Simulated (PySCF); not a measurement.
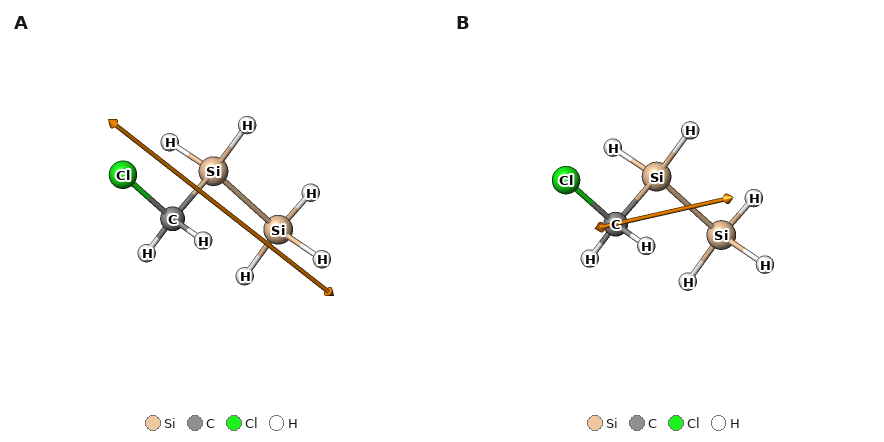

The double arrows show the directions of two transition dipoles from the ground state (lengths mean nothing). Computed geometry: PBE0-D3(BJ)/def2-SVP optimisation. No frequency run is at hand to confirm it as a minimum. Method: TDDFT CAM-B3LYP/def2-SVPD, vertical, gas phase, core orbitals frozen in the response (PySCF 2.14.0).

One belongs to singlet state 4 and one to singlet state 9. Which is which?

A: state 9, 8.13 eV (153 nm), oscillator strength 0.38, of mixed character, with the largest part HOMO → LUMO+4 (weight 0.43).
B: state 4, 7.43 eV (167 nm), oscillator strength 0.018, mainly HOMO → LUMO+3 (weight 0.80).
